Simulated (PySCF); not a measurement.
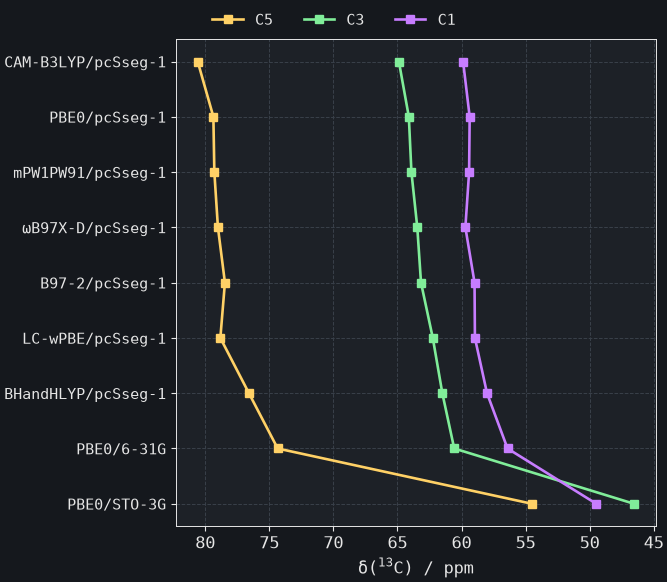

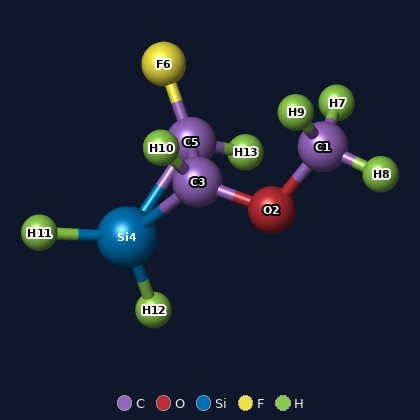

GIAO ¹³C shifts of C₃H₇FOSi, SMILES CO[C@@H]1[SiH2][C@H]1F at several levels, one geometry, PySCF, at a PBE0-D3(BJ)/def2-SVP geometry (no frequency check); values of one conformer, averaged over methyl-type rotors and exact or near symmetry; other conformers aren't averaged in; each against TMS at the same level.

Question: Which of the plotted signals depends most on the level, and by how much?

Answer: That of C5: from 54.5 ppm (PBE0/STO-3G) to 80.6 ppm (CAM-B3LYP/pcSseg-1), a spread of 26.1 ppm. The steadiest, C1, moves by 10.4 ppm.

Question: Do all levels give the signals in the same order?

Answer: No, some signals change places between levels.
